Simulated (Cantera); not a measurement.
A closed system holds: 1 mol LiCl, 0.07 mol H2O, 0.1 mol H2, held at 0.0100 bar.

Method: chemical equilibrium by Gibbs-energy minimisation in Cantera with the NASA 1993 tables (ideal gas, pure condensed phases). Candidate condensed phases: H2O, Li, LiCl, LiH, LiOH, Li2O; 25 gas species. Kinetics and transport are ignored.

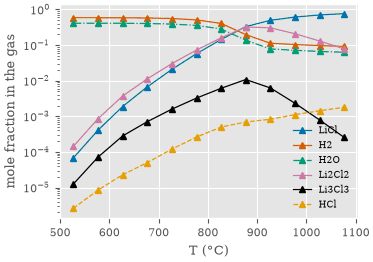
*Equilibrium gas composition (values under 1e-9 drawn at 1e-9)*

From 527 °C to 577 °C the condensed part is LiCl(s). From 627 °C to 877 °C the condensed part is LiCl(l). From 927 °C to 1077 °C nothing is condensed. The main Li-bearing gas is Li2Cl2 at 527 °C and LiCl at 1077 °C.
